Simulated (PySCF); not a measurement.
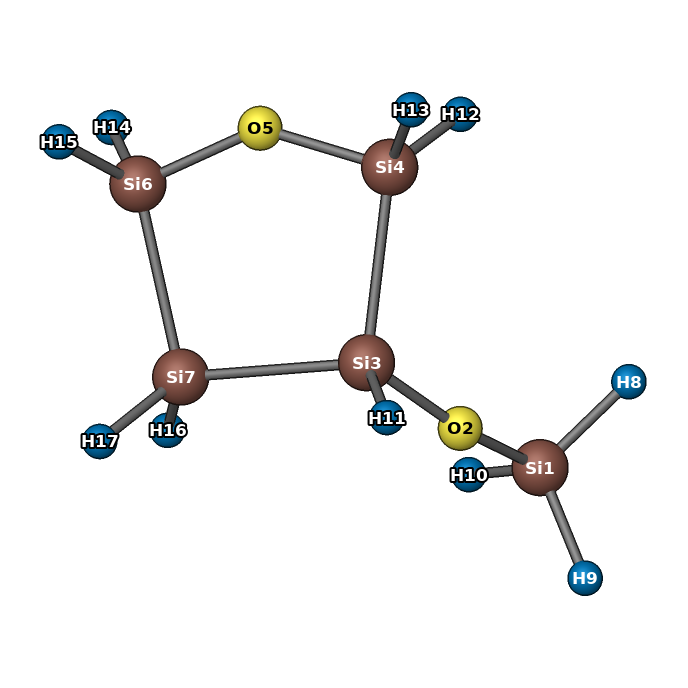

The questions are on isotropic NMR shieldings of the H atoms. Computed geometry: GFN2-xTB optimisation. No frequency run is at hand to confirm it as a minimum. Properties computed with GIAO PBE0/pcSseg-1 NMR shielding, non-relativistic, gas phase (PySCF 2.14.0).

> Which H atom is the most shielded (lowest chemical shift)?

H17 (28.47 ppm).

> Which H atom is the least shielded (highest chemical shift)?

H11 (25.28 ppm).

> How wide is the range of H shifts?

3.19 ppm.

List the isotropic NMR shieldings of the H atoms.

```tsv
atom	σ (ppm)
H8	26.72
H9	26.67
H10	26.66
H11	25.28
H12	26.18
H13	26.48
H14	26.02
H15	26.24
H16	28.13
H17	28.47
```

The geometry is semi-empirical. Around Si such bond lengths and angles can be off by a tenth of an ångström or more and by several degrees, and values that hang on the shape move with them.
